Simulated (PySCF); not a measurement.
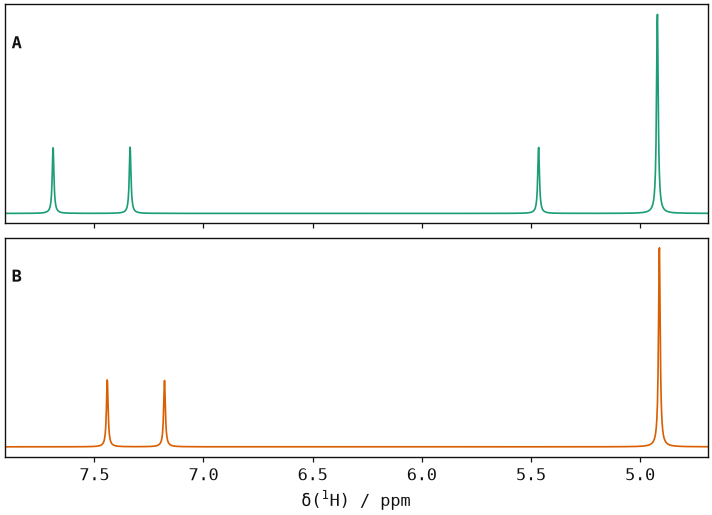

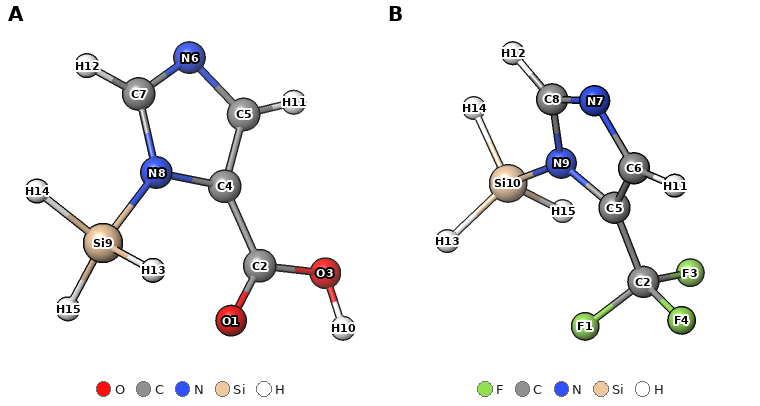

Related molecules: A is C₄H₆N₂O₂Si, SMILES O=C(O)c1cncn1[SiH3]; B is C₄H₅F₃N₂Si, SMILES FC(F)(F)c1cncn1[SiH3]. GIAO ¹H shifts against TMS, KT3/pcSseg-1 in PySCF 2.14.0, at a PBE0-D3(BJ)/def2-SVP geometry (no frequency check); fully decoupled, line heights follow the number of nuclei within a panel, widths are arbitrary (no quadrupolar broadening); values of one conformer, averaged over methyl-type rotors and exact or near symmetry; other conformers aren't averaged in. Protons on N, O or S are those of the isolated molecule, without hydrogen bonds to neighbours or exchange.

Assign the ¹H signals of each molecule.

A: 7.69 (H11); 7.34 (H12); 5.46 (H10); 4.92 (H13, H14, H15)
B: 7.44 (H11); 7.18 (H12); 4.91 (H13, H14, H15)
